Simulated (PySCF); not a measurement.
# Lu: atomic calculation

- system: Lu, configuration 1s2 2s2 2p6 3s2 3p6 3d10 4s2 4p6 4d10 4f14 5s2 5p6 6s2 7s1, multiplicity 2.
- method: unrestricted LDA, cc-pVDZ-X2C, spin-free X2C-1e, Gaussian nucleus (PySCF)

The input:
```python
from pyscf import gto, scf, dft, mp, cc
import basis_set_exchange as bse
mol = gto.M(atom="Lu 0 0 0", charge=0, spin=1, symmetry="D2h",
            basis=gto.basis.parse(bse.get_basis("cc-pVDZ-X2C", elements=["Lu"], fmt="nwchem")),
            nucmod="G")
mf = dft.UKS(mol, xc="LDA,VWN").sfx2c1e()
mf.irrep_nelec = {'Ag': (11, 10), 'B1g': (2, 2), 'B2g': (2, 2), 'B3g': (2, 2), 'Au': (1, 1), 'B1u': (6, 6), 'B2u': (6, 6), 'B3u': (6, 6)}
mf.kernel()
```

The script is an equivalent of what the driver set up; the driver started from orbitals of its own, so the log can be shorter than this script's would be, and it computed the properties (radii, ⟨L²⟩, response) afterwards. It held the occupations shell by shell, which the script's counts by irreducible representation don't always enforce.

The program's output (extracts):
```
damping factor = 0
level_shift factor = 0
DIIS = <class 'pyscf.scf.diis.CDIIS'>
diis_start_cycle = 1
diis_space = 10
diis_damp = 0
SCF conv_tol = 1e-09
SCF conv_tol_grad = None
number electrons alpha = 36  beta = 35
XC functionals = LDA,VWN
    P. A. M. Dirac.,  Math. Proc. Cambridge Philos. Soc. 26, 376 (1930)
    F. Bloch.,  Z. Phys. 57, 545 (1929)
    S. H. Vosko, L. Wilk, and M. Nusair.,  Can. J. Phys. 58, 1200 (1980)
cycle= 1 E= -14553.4818328592  delta_E= 0.0162  |g|= 0.762  |ddm|= 1.24
cycle= 2 E= -14553.2912329797  delta_E= 0.191  |g|= 1.66  |ddm|= 0.929
cycle= 3 E= -14553.5307262775  delta_E= -0.239  |g|= 0.00553  |ddm|= 0.701
cycle= 4 E= -14553.5307277535  delta_E= -1.48e-06  |g|= 0.00303  |ddm|= 0.00772
cycle= 5 E= -14553.5307288698  delta_E= -1.12e-06  |g|= 6.11e-05  |ddm|= 0.00394
cycle= 6 E= -14553.5307288709  delta_E= -1.12e-09  |g|= 8.96e-07  |ddm|= 0.00027
cycle= 7 E= -14553.5307288709  delta_E= 7.28e-12  |g|= 8.96e-09  |ddm|= 2.62e-06
converged SCF energy = -14553.5307288709  <S^2> = 0.75000651  2S+1 = 2.0000065
```

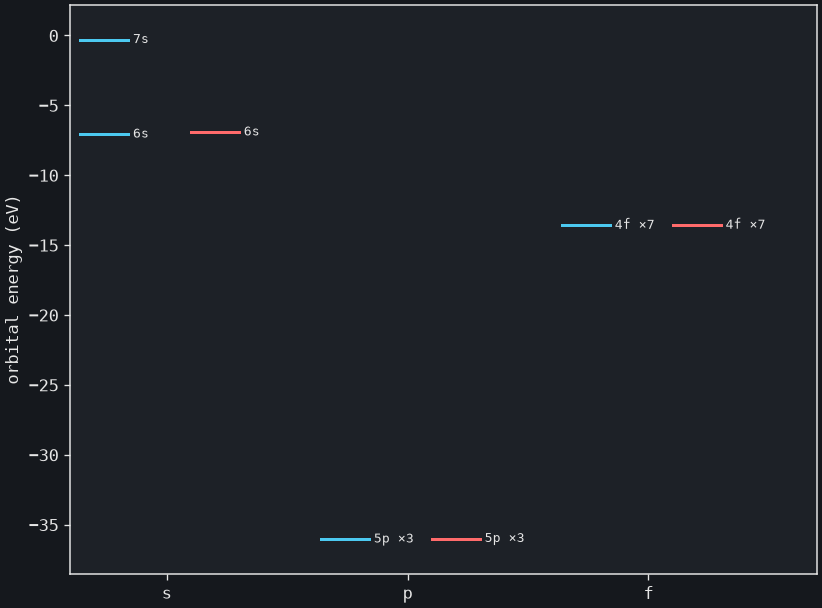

*Orbital energies of the mean field, from the top down to −36.0 eV, by angular momentum, α spin at the left of each column and β at the right; ×n counts the orbitals under one label. Empty levels that the record names by l alone aren't drawn.*

The highest filled orbital is 7s α at −0.308 eV, the lowest empty one d α at −5.10 eV.

Key numbers:

- outcome: converged
- total energy: −14553.5307 hartree
- ⟨S²⟩: 0.750
- SCF iterations: 7
- hardware: 1 CPU thread, shared host
- CPU time: 3.4 s (integrals apart)

Notes:

The driver held the occupations shell by shell, and empty d and p levels lie below the filled 7s. The script shown fixes the counts by irreducible representation only, so by itself it can fall to another configuration. This is not the ground configuration of the species.
